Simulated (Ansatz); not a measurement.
# BeSe (zinc blende), energy over volume and axial ratio

BeSe (zinc blende)

```
CELL_PARAMETERS angstrom
      0.00000     2.58889     2.58889
      2.58889     0.00000     2.58889
      2.58889     2.58889     0.00000
ATOMIC_POSITIONS crystal
  Se 0.75000 0.75000 0.75000
  Be 0.00000 0.00000 0.00000
```

The relaxed cell is deformed in two ways at once: its volume V is scaled, and at that volume it is stretched along z (the c axis of the conventional cell) so that c/a changes. Fractional atomic positions are held.

The numbers are results of PBE (plane waves to 420 eV, PAW, scalar-relativistic; Ansatz, a program for electronic structure), not measurements. k mesh 11×11×11 (Γ-centred), Fermi-Dirac smearing 0.05 eV. Energies are smeared free energies. Compression counts positive. BeSe was relaxed with its symmetry unable to fall. ΔE is measured from the relaxed starting cell.

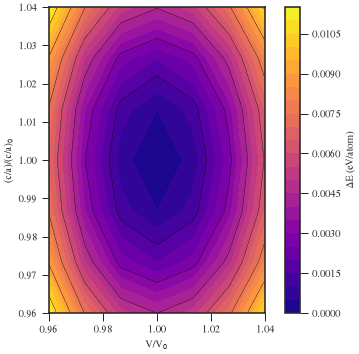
*ΔE (eV/atom) over the 7×7 grid of computed points.*

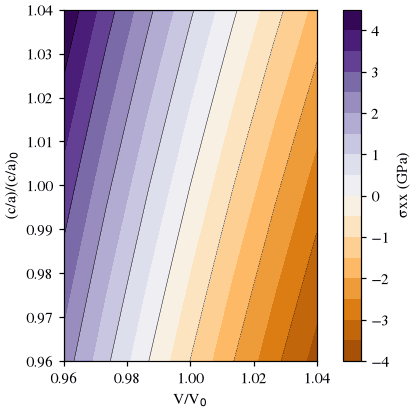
Fig. 1. σxx (GPa) over the 7×7 grid of computed points.

The shear modulus C′ = (C11 − C12)/2 (fit, atoms clamped) is 39 GPa. Highest place on the grid: V/V₀ = 0.960, (c/a)/(c/a)₀ = 1.040 (11.5 meV/atom). Lowest place on the grid: V/V₀ = 1.000, (c/a)/(c/a)₀ = 1.000 (0.0 meV/atom).

Near the relaxed cell σzz − σxx = −2Cδ (compression positive), C being this modulus and δ the logarithm of the ratio.

(Under strain, the slope of the energy per volume gives the stress and its curvature an elastic modulus.)
